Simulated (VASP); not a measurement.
Band structure of SiO$_{2}$ (relaxed from the CdCl2 structure, space group R-3m). Calculation: r2SCAN meta-GGA, VASP's PBE PAW potentials (set 64) (plane waves; VASP 6.6.1).

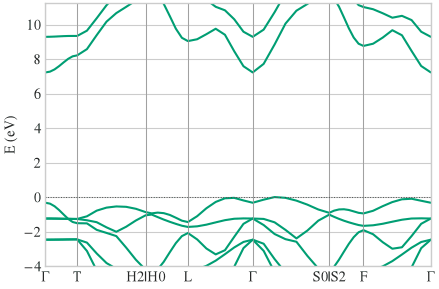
*Bands along high-symmetry lines, zero at the valence-band maximum or, without a gap, the Fermi level*

Question: Read the plot: is there a gap, and where are the band edges?

Answer: The gap is indirect, 7.22 eV, from the valence maximum at Γ-S0 at 0.29 to the conduction minimum at Γ.

The structure was generated: SiO2 was put into the CdCl2 type (R-3m), which need not be its known phase. It was relaxed first, which changed the volume by +9 %.
